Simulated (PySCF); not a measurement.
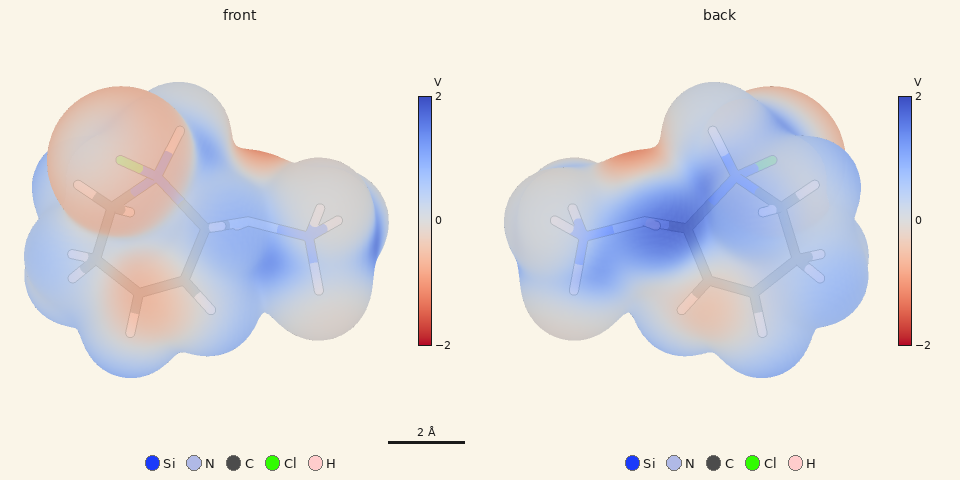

Figure 1: C5H12ClNSi2. The molecular electrostatic potential painted on the density surface at 0.002 e/bohr³, seen from the front and from behind; red is negative and blue positive.

Geometry: GFN2-xTB.

Level of theory: PBE0/pcSseg-1, SCF density, gas phase, non-relativistic in PySCF.

```xyz
21

Si    3.2640    0.0590   -0.3773
N     1.5689    0.1455   -0.6429
C     0.6131    0.5127    0.3984
C     0.1833   -0.7155    1.1510
C    -1.0242   -1.2572    1.2106
C    -2.3012   -0.7483    0.6104
C    -2.1184    0.0638   -0.6747
Si   -0.8550    1.4536   -0.3864
Cl   -1.6147    2.8043    0.9161
H     3.6449    1.3857    0.1101
H     3.7227   -0.9424    0.6005
H     3.8079   -0.2608   -1.6945
H     1.1595   -0.5089   -1.2922
H     1.1576    1.1573    1.0972
H     1.0039   -1.2221    1.6460
H    -1.1425   -2.1668    1.7876
H    -2.8072   -0.1268    1.3571
H    -2.9558   -1.6020    0.4134
H    -1.7635   -0.5987   -1.4655
H    -3.0881    0.4455   -0.9953
H    -0.4642    2.1391   -1.6155
```

Which sites attract a positive test charge, and which a negative one?

A positive charge is drawn to the negative regions and a negative charge to the positive ones. The most negative region (about −0.9 V) lies over N2, the most positive (about +1.6 V) over H13.
